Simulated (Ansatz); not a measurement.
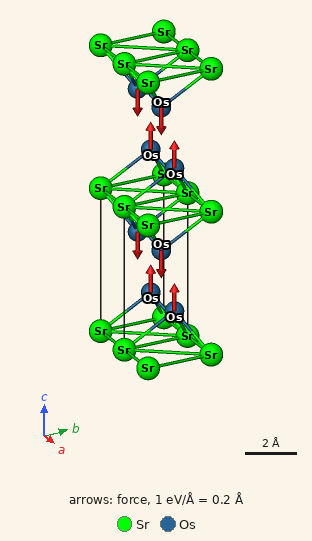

Starting geometry of solid SrOs$_{2}$ (a generated structure, set up in P-3m1) (coarse preliminary run) with the computed forces as red arrows. The picture is a ball-and-stick view of the cell of the calculation, repeated 2 × 1 × 2 with one cell outlined, seen slightly off an axis.

All numbers below come from DFT PBE, scalar-relativistic, plane waves, PAW (Ansatz 0.2.0).

Input
```yaml
crystal:
  lattice:
    - [3.55375712, 0.0, 0.0]
    - [-1.77687856, 3.07764394, 0.0]
    - [0.0, 0.0, 5.793806]
  atoms:
    - { symbol: Sr, position: [0.0, 0.0, 0.0] }
    - { symbol: Os, position: [0.33333333, 0.66666667, 0.25] }
    - { symbol: Os, position: [0.66666667, 0.33333333, 0.75] }
basis:
  ecutwfc: 420
kpoints:
  mp_grid: { grid: [6, 6, 4] }
hamiltonian:
  xc: pbe
scf:
  occupations: { method: gaussian, width: 0.1 }
  lower_state_search: "off"
output:
  forces: true
  stress: true
  eigenvalues: true
relax:
  adjacent_minimum: "off"
  f_tol: 0.04
  max_steps: 70
  cell: { stress_tol: 0.4 }
```

Launched with:
```bash
ansatz run input.yaml --threads 1 --pin off --max-ram 2048MiB --backend cpu --events-out ev --progress --plain --runs-dir out
```

### Is this structure relaxed? If not, where do the atoms go?

It isn't relaxed: the largest force vector, on Os atoms, is 5.71 eV/Å. The atoms end up moving mostly along the starting forces (cosine between the two patterns 1.00). The largest moves relative to the cell, 1.20 Å, are those of Os2 and Os3. Os3 goes along −c. Sr stays in place. The drawn cell changes as follows: a = b 3.554 → 4.132 Å (+16.3 %), c 5.794 → 5.059 Å (−12.7 %); the volume changes by +18.0 %. Near-neighbour distances that change, for instance: Sr1–Os2 4.805 → 3.528 Å, Os2–Os3 3.550 → 2.390 Å, Sr1–Os2 (another image) 2.512 → 3.427 Å, Sr1–Sr1 3.554 → 4.132 Å. New bonds form: Os2–Os3 (3.55 → 2.39 Å). Bond angles that change, for instance: Sr1–Os2–Sr1 90.1° → 74.1°. The space group stays P-3m1 (No. 164). The energy falls by 3742 meV per atom in 16 accepted moves (19 points after the start). Largest force component: 5.7 eV/Å at the start, 0.0031 eV/Å at the end. Pressure: 13.12 GPa at the start and 0.13 GPa at the end. The line search rejected the trial step at point 12 of the run. The SCF was repeated twice at an unchanged geometry on a basis and grid sized afresh for the cell, which shifted the energy by 14.3 meV per atom at most.
